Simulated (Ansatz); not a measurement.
# W (Tungsten, Im-3m): phonons against volume, part 2 of 3

Wanted: mode Grüneisen parameters of W (Tungsten) and a free-energy fit over volumes.

Ansatz 0.2.0; DFT LDA, scalar-relativistic, plane waves, PAW; PAW set soft_1.

So far. Step 2 (A first coarse run): The start is under -8.2 GPa at this level and looks like a metal on this mesh. Step 5 (Tight relaxation): The residual pressure is -5.0e-4 GPa, small enough for phonons.

## 6. Lattice dynamics at this volume, V/V0 1

The same q-mesh and k-mesh are kept at every volume, so that much of their error can cancel in the differences.

File input.yaml:

```yaml
crystal:
  lattice:
    - [-1.567881172, 1.567881172, 1.567881172]
    - [1.567881172, -1.567881172, 1.567881172]
    - [1.567881172, 1.567881172, -1.567881172]
  atoms:
    - { symbol: W, position: [0.0, 0.0, 0.0] }
kpoints:
  mp_grid: { grid: [20, 20, 20] }
hamiltonian:
  xc: lda
  pseudopotentials: { kind: paw, azcp: { folder: soft_1 }, xc_functional: pbe }
scf:
  occupations: { method: methfessel_paxton, width: 0.2 }
  lower_state_search: "off"
output:
  eigenvalues: true
phonons:
  method: dfpt
  qmesh: [4, 4, 4]
  temperatures: { t_max: 1000, t_step: 50 }
  qpath:
    path:
      - [[0.0, 0.0, 0.0], [0.5, -0.5, 0.5], [0.0, 0.0, 0.5], [0.0, 0.0, 0.0], [0.25, 0.25, 0.25], [0.5, -0.5, 0.5]]
      - [[0.25, 0.25, 0.25], [0.0, 0.0, 0.5]]
    npoints: 10
```

The run is started by

```sh
ansatz run input.yaml --threads 8 --pin off --max-ram 16384MiB --backend cpu --events-out ev --progress --plain --runs-dir out
```

Numbers of over 12 decimals in the logs are rounded to 6 here.

What it wrote:

```text
[...]
Crystal: 1 atoms, lattice volume = 15.417 Å³
Basis set: ecut = 420 eV, 321 PW (Γ), exchange–correlation on 40×40×40 points (8 copies of the dense FFT grid, shifted against one another)
Bands: 11, of which v1, the nominal top of the filled ones, is band 7 counted from 1 (6 counted from 0)
Symmetry: 48 space group operations
k-points: 256 of 8000
[...]
SCF iter   1: F=—  HF=-10130.892380 eV  |F-HF|=—  |Δ(HF+E_count)|=         —  Δρ=6.11e-2  dr2=4.74e-1  ethr=3.10e-3  ⟨swp⟩=5.0  Hψ=14629  notcnv=0
[...]
SCF iter   7: F=-10130.689502 eV  HF=-10130.689502 eV  |F-HF|=0.00e0  |Δ(HF+E_count)|=  1.15e-10  S|Δr|=    0.00e0  Δρ=1.05e-7  dr2=6.07e-13  ethr=1.00e-12  ⟨swp⟩=5.3  Hψ=10668  notcnv=0
the search or the solves at the SCF's close seem to have found levels that the self-consistency loop had missed (the run counts 1). By its estimate they hold under 1e-12 electrons; where the run keeps them, the occupations were computed again with them
SCF 1 converged in 7 iterations: F = -10130.689502 eV  dr2 = 6.07e-13
[...]
NSCF: frozen V_eff on 256 k-points
WARN: eigensolver did not converge in 2 slots of this pass, the one above among them; of largest residual over every band (k=165): 1 band(s) unlocked (lowest unlocked band 10, counted from 0; max residual 3.53e-5 eV among the unlocked bands, 3.53e-5 eV over every band); of lowest unlocked band (k=118): band 10
[...]
DFPT response loops at q = (0, 0, 0) (fractional): preconditioner auto → Kerker (q_TF=auto, 2.685 Å⁻¹) (partly filled bands, converged f_vac=0.000); β = 1.00, the filter's whole step (`scf.mixing.beta` (0.50) is not read by the response loops under this deck's `scf.mixing.preconditioner`; to damp them name `kerker` or `kerker_dos`, under which they read `scf.mixing.beta`, and type it under 1.00, their step now; both keys bind the ground state too); Broyden in place of MSR1
[...]
SCF converged after 7 iterations
[...]
Free energy (F): -10130.689502 eV
[...]
Internal energy: -10130.690613 eV  (E = F + TS)
E sigma→0 (E₀):  -10130.689780 eV
Entropy (-TS):   0.001110 eV (1.110 meV/atom)
Fermi energy:    22.835100 eV
[...]
--- Band table (eV; the first three rows and the last of 256) ---
  k-point 0: bands = [... 3 lower, -14.8308, 13.0271, 21.4568, 21.4568, 21.4568, 25.0194, 25.0194, 37.4397]
  k-point 1: bands = [... 3 lower, -14.8310, 13.1537, 21.3802, 21.4416, 21.5791, 24.8932, 25.0205, 37.5485]
  k-point 2: bands = [... 3 lower, -14.8317, 13.5213, 21.1652, 21.3768, 21.9424, 24.6053, 25.0287, 37.8352]
  k-point 255: bands = [... 3 lower, -15.8218, 16.7042, 16.7042, 28.1130, 28.1130, 28.1130, 31.3241, 31.3241]
--- Phonons (Γ-DFPT): 1 representative perturbation + reference (Σ response iterations 3) ---
  ASR residual: 6.060e-5 → 0.000e0 eV/Å²; symmetrization residual: 1.167e-12 eV/Å²
  ASR residual per site (eV/Å²): 6.06e-5
  Γ frequencies (cm⁻¹): 0.00 0.00 0.00
--- Phonons (arbitrary-q DFPT): 8 irreducible q on the 4×4×4 mesh ---
  q = [0.0000, 0.0000, 0.0000] (star 1, of the zone-centre solve; hermiticity 7.23e-9, symmetrization 1.56e-8): -0.00 -0.00 0.00
  q = [0.0000, 0.0000, 0.2500] (star 12, 2 solved perturbations in 6410 linear systems a pass and spin channel, the states on 4200 of 8000 k-point pairs; hermiticity 5.20e-14, symmetrization 5.36e-14): 101.10 101.81 166.41
[...]
q = [0.2500, 0.2500, 0.2500] (star 2, 1 solved perturbation on 1116 of 8000 k-point pairs; hermiticity 2.45e-14, symmetrization 1.03e-13): 182.24 182.24 182.24
[...]
sum rule: each row above includes the acoustic sum rule's correction from the zone centre's row sums; it moved no ω² by more than (0.30 cm⁻¹)²
  mesh force constants: q→R imaginary residual 0.00e0; ASR residual 6.060e-5 → 0.000e0 eV/Å²; symmetrization residual 1.066e-14 eV/Å²
  interpolated dispersion: 62 rows × 3 modes
  density of states and harmonic sums: on the 28×28×28 q-mesh, interpolated from the force constants of a 4×4×4 supercell (no non-analytic term)
  largest difference from the sums on the solved wave vectors: F 1.13e-2 eV, S 1.53e-5 and C_V 4.03e-6 eV/K
  zero-point energy: 0.030274 eV/cell   skipped modes (ω ≤ 0): 3   left out of the sums: 4.56e-5 of the cell's modes: C_V's classical limit lies that fraction below 3 k_B per atom; for a crystal, a wire or a layer, F and S can be off by more, and a phonons.interpolated_qmesh denser along its periods is the remedy for the sampling
```

It took 68 s on 8 threads of Arm Neoverse V1, shared host; peak memory 3.2 GiB; 8 min of CPU time.

This step gave:

```yaml
gamma_frequencies: 0, 0, 0 cm⁻¹ (negative: imaginary)
lowest_frequency_on_the_path: 0 cm⁻¹
zero_point_energy: 0.03027 eV/cell
highest_frequency: 227.7 cm⁻¹
debye_temperature_from_the_second_moment: 310 K
```

No LO-TO term. Phonon branches along the path, in cm⁻¹:

```csv
point,branch 1,branch 2,branch 3
Γ,0,0,0
H,189,189,189
N,140,149,228
Γ,0,0,0
P,182,182,182
H,189,189,189
jump to P,182,182,182
N,140,149,228
```

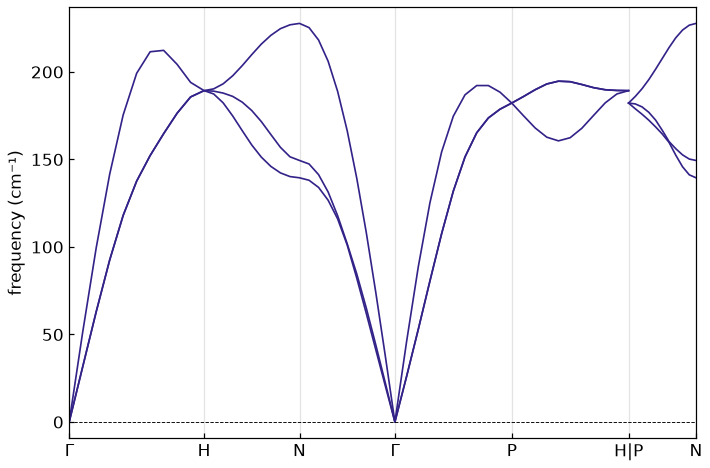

Phonon branches along the path.

The phonon density of states has structure finer than the step of the table below, so its rows give means over 20 cm⁻¹, whole bins alone (the curve runs from 1 to 229 cm⁻¹). Peaks (cm⁻¹: height): 159.0: 0.0427, 211.0: 0.0409.

Tetrahedra on 28 28 28, mean over bins of 2 cm⁻¹. Phonon density of states against wavenumber; means over each step:

```csv
wavenumber (cm⁻¹),phonon density of states (1/cm⁻¹/cell)
20,1.9e-4
40,7.7e-4
60,0.00176
80,0.00331
100,0.00587
120,0.0110
140,0.0272
160,0.0377
180,0.0226
200,0.0253
```

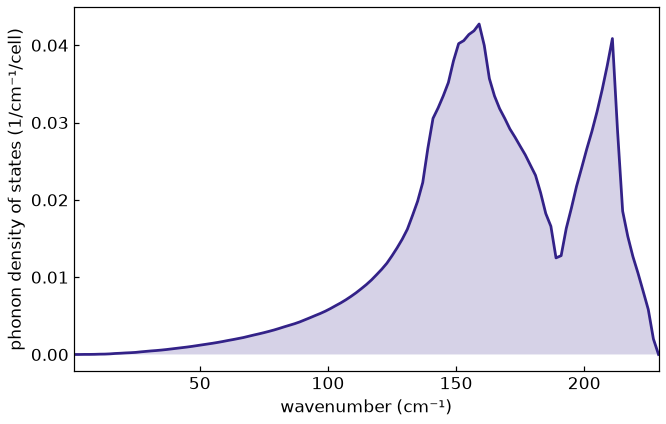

Phonon density of states against wavenumber.

Harmonic. Thermo, by row:

```csv
T (K),F_vib (meV/atom),S (J/mol-atom/K),C_V (J/mol-atom/K)
0,30.27,0,0
50,30.02,2.032,5.873
100,27.08,9.649,16.06
150,20.09,17.09,20.32
200,9.59,23.23,22.18
250,-3.79,28.29,23.12
300,-19.59,32.56,23.66
350,-37.44,36.23,23.99
400,-57.06,39.45,24.21
450,-78.26,42.31,24.36
500,-100.9,44.88,24.47
550,-124.7,47.22,24.55
600,-149.8,49.36,24.61
650,-175.9,51.33,24.66
700,-202.9,53.16,24.7
750,-230.9,54.86,24.73
800,-259.8,56.46,24.76
850,-289.4,57.96,24.78
900,-319.9,59.38,24.8
950,-351,60.72,24.81
1000,-382.8,61.99,24.82
```

The modes, W has structure finer than the step of the table below, so its rows give means over 10 cm⁻¹, whole bins alone (the curve runs from -10 to 244 cm⁻¹). Peaks (cm⁻¹: height): 159.3: 0.0419, 210.4: 0.0373.

Phonopy on the run's constants, 21x21x21 mesh, Gaussian sigma 2.0 cm⁻¹. Modes, W against wavenumber; means over each step:

```csv
wavenumber (cm⁻¹),"modes, W (1/cm⁻¹/cell)"
0,3.0e-5
10,3.8e-6
20,2.5e-4
30,4.0e-4
40,7.5e-4
50,0.00128
60,0.00177
70,0.00248
80,0.00301
90,0.00494
100,0.00556
110,0.00731
120,0.0111
130,0.0158
140,0.0276
150,0.0382
160,0.0391
170,0.0301
180,0.0232
190,0.0162
200,0.0251
210,0.0321
220,0.0123
230,0.00141
```

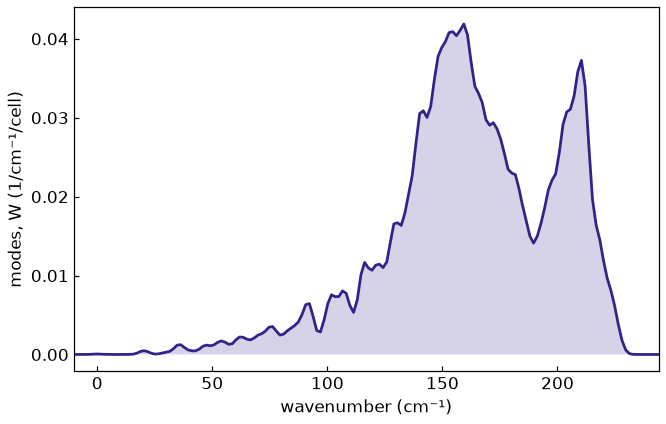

Modes, W, plotted against wavenumber.

No mode is imaginary beyond numerical noise at the solved wavevectors.

## 7. A cell at another volume, V/V0 1.015

Symmetry fixes every atom, so a single point at the scaled cell gives the energy and pressure of this member.

input.yaml, the sections that differ from step 6:

```yaml
crystal:
  lattice:
    - [-1.5756817042, 1.5756817042, 1.5756817042]
    - [1.5756817042, -1.5756817042, 1.5756817042]
    - [1.5756817042, 1.5756817042, -1.5756817042]
  atoms:
    - { symbol: W, position: [0.0, 0.0, 0.0] }
output:
  forces: true
  stress: true
  eigenvalues: true
# kpoints, hamiltonian, scf: as in step 6
# phonons: removed
```

What it wrote:

```text
[...]
Crystal: 1 atoms, lattice volume = 15.648 Å³
Basis set: ecut = 420 eV, 321 PW (Γ)
Bands: 11, of which v1, the nominal top of the filled ones, is band 7 counted from 1 (6 counted from 0)
Symmetry: 48 space group operations
[...]
k-points: 256 of 8000
[...]
SCF iter   1: F=—  HF=-10130.894092 eV  |F-HF|=—  |Δ(HF+E_count)|=         —  Δρ=6.12e-2  dr2=4.88e-1  ethr=3.10e-3  ⟨swp⟩=5.0  Hψ=14645  notcnv=0
[...]
SCF iter   6: F=-10130.685950 eV  HF=-10130.685950 eV  |F-HF|=1.02e-10  |Δ(HF+E_count)|=   1.98e-8  S|Δr|=    0.00e0  Δρ=1.17e-6  dr2=1.43e-10  ethr=3.34e-10  ⟨swp⟩=2.0  Hψ=8806  notcnv=0
SCF 1 converged in 6 iterations: F = -10130.685950 eV  dr2 = 1.43e-10
[...]
SCF converged after 6 iterations
[...]
Free energy (F): -10130.685950 eV
[...]
Internal energy: -10130.687159 eV  (E = F + TS)
E sigma→0 (E₀):  -10130.686252 eV
Entropy (-TS):   0.001208 eV (1.208 meV/atom)
Fermi energy:    22.446241 eV
[...]
--- Stress (GPa, compression-positive) ---
       -4.859678      -0.000000       0.000000
       -0.000000      -4.859678      -0.000000
       -0.000000      -0.000000      -4.859678
  P = ⅓ Tr σ = -4.8597 GPa (-48.597 kbar)
--- Band table (eV; the first three rows and the last of 256) ---
  k-point 0: bands = [... 3 lower, -15.2552, 12.7252, 21.1006, 21.1006, 21.1006, 24.6009, 24.6009, 37.0233]
  k-point 1: bands = [... 3 lower, -15.2554, 12.8494, 21.0257, 21.0857, 21.2203, 24.4783, 24.6021, 37.1294]
  k-point 2: bands = [... 3 lower, -15.2559, 13.2105, 20.8155, 21.0225, 21.5764, 24.1980, 24.6105, 37.4080]
  k-point 255: bands = [... 3 lower, -16.2013, 16.4437, 16.4437, 27.6200, 27.6200, 27.6200, 30.8166, 30.8166]
```

Run time: 0.59 s. Hardware: 8 threads; peak memory 0.31 GiB; 2.9 s of CPU time.

Numbers from this step:

* pressure: -4.860 GPa
* volume per atom: 15.65 Å³/atom

The run ends at a pressure of -4.86 GPa.

## 8. Lattice dynamics at this volume, V/V0 1.015

The same q-mesh and k-mesh are kept at every volume, so that much of their error can cancel in the differences.

Edit input.yaml of step 7 so:

```diff
@@ -16,4 +16,11 @@
 output:
-  forces: true
-  stress: true
   eigenvalues: true
+phonons:
+  method: dfpt
+  qmesh: [4, 4, 4]
+  temperatures: { t_max: 1000, t_step: 50 }
+  qpath:
+    path:
+      - [[0.0, 0.0, 0.0], [0.5, -0.5, 0.5], [0.0, 0.0, 0.5], [0.0, 0.0, 0.0], [0.25, 0.25, 0.25], [0.5, -0.5, 0.5]]
+      - [[0.25, 0.25, 0.25], [0.0, 0.0, 0.5]]
+    npoints: 10
```

What it wrote:

```text
[...]
Crystal: 1 atoms, lattice volume = 15.648 Å³
Basis set: ecut = 420 eV, 321 PW (Γ), exchange–correlation on 40×40×40 points (8 copies of the dense FFT grid, shifted against one another)
Bands: 11, of which v1, the nominal top of the filled ones, is band 7 counted from 1 (6 counted from 0)
Symmetry: 48 space group operations
k-points: 256 of 8000
[...]
k-point 255: bands = [... 3 lower, -16.2013, 16.4437, 16.4437, 27.6200, 27.6200, 27.6200, 30.8166, 30.8166]
[...]
ASR residual: 5.171e-5 → 0.000e0 eV/Å²; symmetrization residual: 3.790e-13 eV/Å²
  ASR residual per site (eV/Å²): 5.17e-5
  Γ frequencies (cm⁻¹): 0.00 0.00 0.00
--- Phonons (arbitrary-q DFPT): 8 irreducible q on the 4×4×4 mesh ---
[...]
interpolated dispersion: 62 rows × 3 modes
[...]
[key lines of the parts left out:]
SCF converged after 7 iterations
Free energy (F): -10130.685950 eV
Fermi energy:    22.446235 eV
```

The job ended after 66 s (8 threads; peak memory 3.3 GiB; 7.8 min of CPU time).

No mode is imaginary beyond numerical noise at the solved wavevectors.

## 9. A cell at another volume, V/V0 0.985

Symmetry fixes every atom, so a single point at the scaled cell gives the energy and pressure of this member.

input.yaml, the sections that differ from step 8:

```yaml
crystal:
  lattice:
    - [-1.5600022391, 1.5600022391, 1.5600022391]
    - [1.5600022391, -1.5600022391, 1.5600022391]
    - [1.5600022391, 1.5600022391, -1.5600022391]
  atoms:
    - { symbol: W, position: [0.0, 0.0, 0.0] }
output:
  forces: true
  stress: true
  eigenvalues: true
# kpoints, hamiltonian, scf: as in step 8
# phonons: removed
```

What it wrote:

```text
[...]
Crystal: 1 atoms, lattice volume = 15.186 Å³
Basis set: ecut = 420 eV, 321 PW (Γ)
Bands: 11, of which v1, the nominal top of the filled ones, is band 7 counted from 1 (6 counted from 0)
Symmetry: 48 space group operations
[...]
k-points: 256 of 8000
[...]
--- Band table (eV; the first three rows and the last of 256) ---
  k-point 0: bands = [... 3 lower, -14.3942, 13.3394, 21.8229, 21.8229, 21.8229, 25.4494, 25.4494, 37.8669]
  k-point 1: bands = [... 3 lower, -14.3945, 13.4684, 21.7444, 21.8073, 21.9477, 25.3192, 25.4503, 37.9785]
  k-point 2: bands = [... 3 lower, -14.3952, 13.8427, 21.5244, 21.7410, 22.3185, 25.0235, 25.4582, 38.2736]
  k-point 255: bands = [... 3 lower, -15.4326, 16.9713, 16.9713, 28.6203, 28.6203, 28.6203, 31.8472, 31.8472]
[key lines of the parts left out:]
SCF converged after 6 iterations
Free energy (F): -10130.685767 eV
Fermi energy:    23.236867 eV
P = ⅓ Tr σ = 5.2428 GPa (52.428 kbar)
```

The job ended after 0.59 s (8 threads; peak memory 0.31 GiB).

The run ends at a pressure of 5.24 GPa.

## 10. Lattice dynamics at this volume, V/V0 0.985

Phonons at this volume give one point of F(V, T); meshes stay fixed along the series.

Edit input.yaml of step 9 so:

```diff
@@ -16,4 +16,11 @@
 output:
-  forces: true
-  stress: true
   eigenvalues: true
+phonons:
+  method: dfpt
+  qmesh: [4, 4, 4]
+  temperatures: { t_max: 1000, t_step: 50 }
+  qpath:
+    path:
+      - [[0.0, 0.0, 0.0], [0.5, -0.5, 0.5], [0.0, 0.0, 0.5], [0.0, 0.0, 0.0], [0.25, 0.25, 0.25], [0.5, -0.5, 0.5]]
+      - [[0.25, 0.25, 0.25], [0.0, 0.0, 0.5]]
+    npoints: 10
```

What it wrote:

```text
[...]
Crystal: 1 atoms, lattice volume = 15.186 Å³
Basis set: ecut = 420 eV, 321 PW (Γ), exchange–correlation on 40×40×40 points (8 copies of the dense FFT grid, shifted against one another)
Bands: 11, of which v1, the nominal top of the filled ones, is band 7 counted from 1 (6 counted from 0)
Symmetry: 48 space group operations
k-points: 256 of 8000
[...]
k-point 255: bands = [... 3 lower, -15.4326, 16.9713, 16.9713, 28.6203, 28.6203, 28.6203, 31.8472, 31.8472]
[...]
ASR residual: 5.119e-5 → 0.000e0 eV/Å²; symmetrization residual: 6.063e-13 eV/Å²
  ASR residual per site (eV/Å²): 5.12e-5
  Γ frequencies (cm⁻¹): 0.00 0.00 0.00
--- Phonons (arbitrary-q DFPT): 8 irreducible q on the 4×4×4 mesh ---
[...]
interpolated dispersion: 62 rows × 3 modes
[...]
[key lines of the parts left out:]
SCF converged after 7 iterations
Free energy (F): -10130.685767 eV
Fermi energy:    23.236864 eV
```

It took 65 s on 8 threads; peak memory 3.2 GiB.

No mode is imaginary beyond numerical noise at the solved wavevectors.

## 11. Single point at a scaled cell, V/V0 1.03

Symmetry fixes every atom, so a single point at the scaled cell gives the energy and pressure of this member.

input.yaml, the sections that differ from step 10:

```yaml
crystal:
  lattice:
    - [-1.5834057576, 1.5834057576, 1.5834057576]
    - [1.5834057576, -1.5834057576, 1.5834057576]
    - [1.5834057576, 1.5834057576, -1.5834057576]
  atoms:
    - { symbol: W, position: [0.0, 0.0, 0.0] }
output:
  forces: true
  stress: true
  eigenvalues: true
# kpoints, hamiltonian, scf: as in step 10
# phonons: removed
```

What it wrote:

```text
[...]
Crystal: 1 atoms, lattice volume = 15.879 Å³
Basis set: ecut = 420 eV, 321 PW (Γ)
Bands: 11, of which v1, the nominal top of the filled ones, is band 7 counted from 1 (6 counted from 0)
Symmetry: 48 space group operations
[...]
k-points: 256 of 8000
[...]
--- Band table (eV; the first three rows and the last of 256) ---
  k-point 0: bands = [... 3 lower, -15.6678, 12.4330, 20.7537, 20.7537, 20.7537, 24.1933, 24.1933, 36.6173]
  k-point 1: bands = [... 3 lower, -15.6679, 12.5550, 20.6805, 20.7393, 20.8712, 24.0743, 24.1947, 36.7208]
  k-point 2: bands = [... 3 lower, -15.6684, 12.9098, 20.4750, 20.6775, 21.2203, 23.8013, 24.2033, 36.9915]
  k-point 255: bands = [... 3 lower, -16.5715, 16.1897, 16.1897, 27.1408, 27.1408, 27.1408, 30.3239, 30.3239]
[key lines of the parts left out:]
SCF converged after 6 iterations
Free energy (F): -10130.675644 eV
Fermi energy:    22.069725 eV
P = ⅓ Tr σ = -9.3629 GPa (-93.629 kbar)
```

The job ended after 0.58 s (8 threads; peak memory 0.31 GiB; 2.8 s of CPU time).

The run ends at a pressure of -9.36 GPa.

## 12. Phonons, V/V0 1.03

The same q-mesh and k-mesh are kept at every volume, so that much of their error can cancel in the differences.

Edit input.yaml of step 11 so:

```diff
@@ -16,4 +16,11 @@
 output:
-  forces: true
-  stress: true
   eigenvalues: true
+phonons:
+  method: dfpt
+  qmesh: [4, 4, 4]
+  temperatures: { t_max: 1000, t_step: 50 }
+  qpath:
+    path:
+      - [[0.0, 0.0, 0.0], [0.5, -0.5, 0.5], [0.0, 0.0, 0.5], [0.0, 0.0, 0.0], [0.25, 0.25, 0.25], [0.5, -0.5, 0.5]]
+      - [[0.25, 0.25, 0.25], [0.0, 0.0, 0.5]]
+    npoints: 10
```

What it wrote:

```text
[...]
Crystal: 1 atoms, lattice volume = 15.879 Å³
Basis set: ecut = 420 eV, 321 PW (Γ), exchange–correlation on 40×40×40 points (8 copies of the dense FFT grid, shifted against one another)
Bands: 11, of which v1, the nominal top of the filled ones, is band 7 counted from 1 (6 counted from 0)
Symmetry: 48 space group operations
k-points: 256 of 8000
[...]
k-point 255: bands = [... 3 lower, -16.5715, 16.1897, 16.1897, 27.1408, 27.1408, 27.1408, 30.3239, 30.3239]
[...]
ASR residual: 4.439e-5 → 0.000e0 eV/Å²; symmetrization residual: 1.516e-13 eV/Å²
  ASR residual per site (eV/Å²): 4.44e-5
  Γ frequencies (cm⁻¹): 0.00 0.00 0.00
--- Phonons (arbitrary-q DFPT): 8 irreducible q on the 4×4×4 mesh ---
[...]
interpolated dispersion: 62 rows × 3 modes
[...]
[key lines of the parts left out:]
SCF converged after 7 iterations
Free energy (F): -10130.675644 eV
Fermi energy:    22.069719 eV
```

Wall time 68 s (8 threads); peak memory 3.3 GiB; 8 min of CPU time.

No LO-TO term. Phonon branches along the path, in cm⁻¹:

```csv
point,branch 1,branch 2,branch 3
Γ,0,0,0
H,178,178,178
N,131,146,213
Γ,0,0,0
P,174,174,174
H,178,178,178
jump to P,174,174,174
N,131,146,213
```

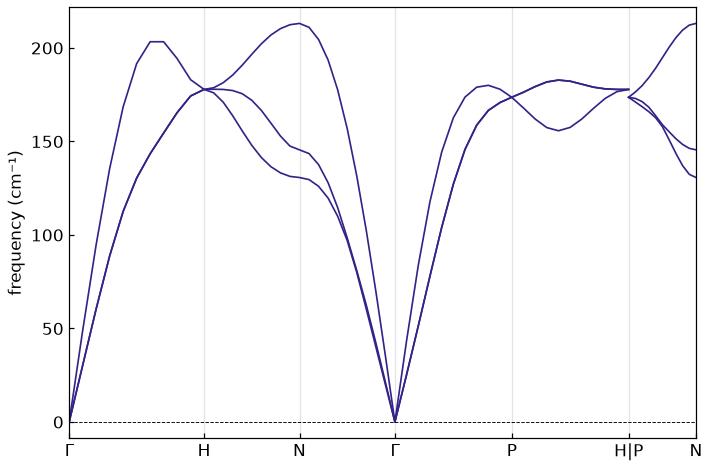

Phonon branches along the path.

No mode is imaginary beyond numerical noise at the solved wavevectors.

[end of part 2 of 3]

[Logs are printed without paths, hosts, clocks, repeated set-up lines and the standing remarks that a program may print on its own settings, such as how far it seeks lower states.]

[Hosts, paths, dates, database ids (printed as entryN), source tags and the programs' standing remarks are cut or masked in the printed files.]

[A step with changed settings may run another functional than the one named; its input shows which.]

[Of the runs on displaced cells, only some may be shown.]
